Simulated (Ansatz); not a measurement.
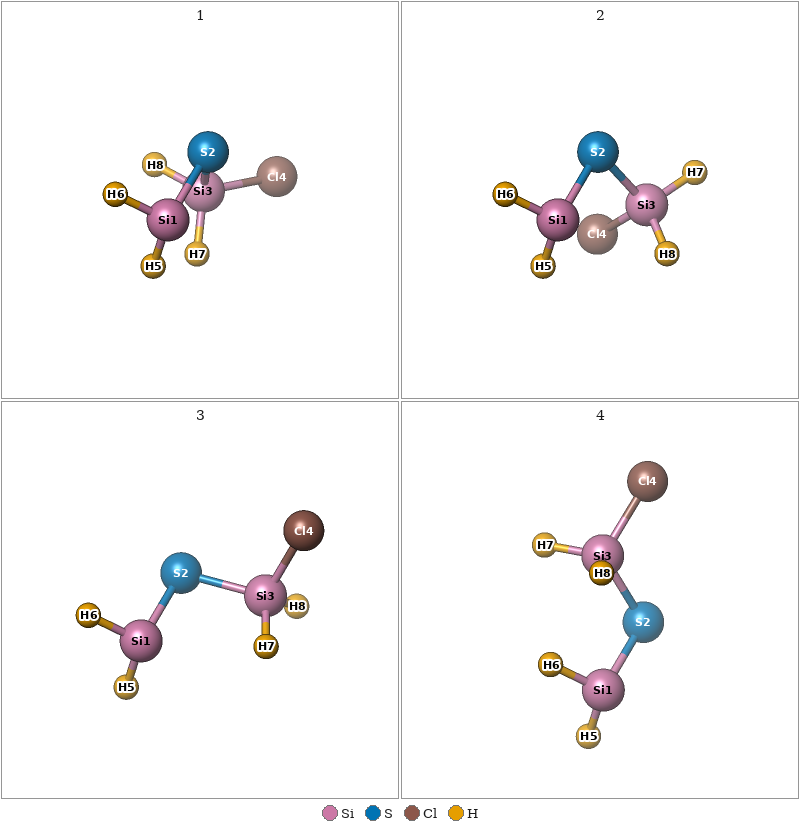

ClH4SSi2, SMILES [SiH2]S[SiH2]Cl, spin multiplicity 2. The first coordinate is: dihedral H5–Si1–S2–Si3; the second: dihedral Si1–S2–Si3–Cl4. Nothing is relaxed (all other coordinates rigid). Grid: 18 × 18 points. All energies are given in kJ/mol relative to the relaxed molecule at the same level. Computed with Ansatz 0.2.0, UKS SPW92 (LDA)/def2-SVP.

The numbered pictures are structures from this grid.

Question: Which is the most stable, and how do the others follow?

Answer: 2, at dihedral H5–Si1–S2–Si3 = −40°, dihedral Si1–S2–Si3–Cl4 = 80°: 2.1 kJ/mol; 4, at dihedral H5–Si1–S2–Si3 = 140°, dihedral Si1–S2–Si3–Cl4 = 160°: 8.0 kJ/mol; 1, at dihedral H5–Si1–S2–Si3 = 0°, dihedral Si1–S2–Si3–Cl4 = −140°: 12.9 kJ/mol; 3, at dihedral H5–Si1–S2–Si3 = −100°, dihedral Si1–S2–Si3–Cl4 = −120°: 16.1 kJ/mol.

The map, with the structures marked:

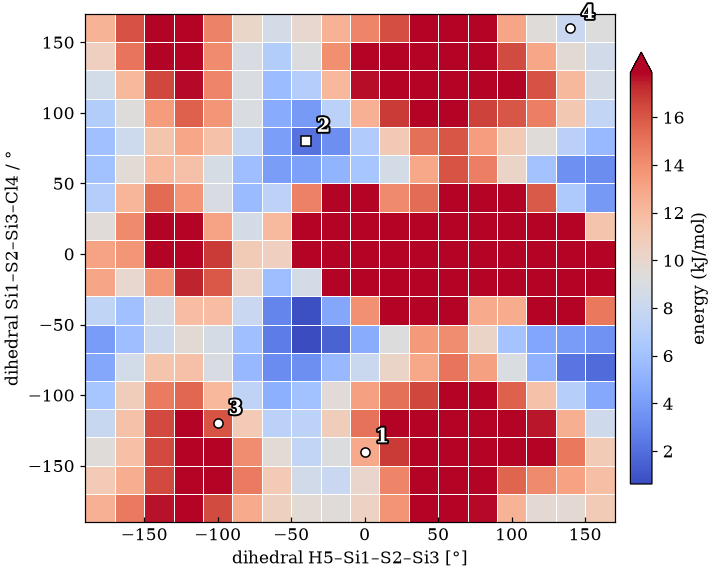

In the figure: one coloured cell a grid point, one colour for all values above the top of the scale.
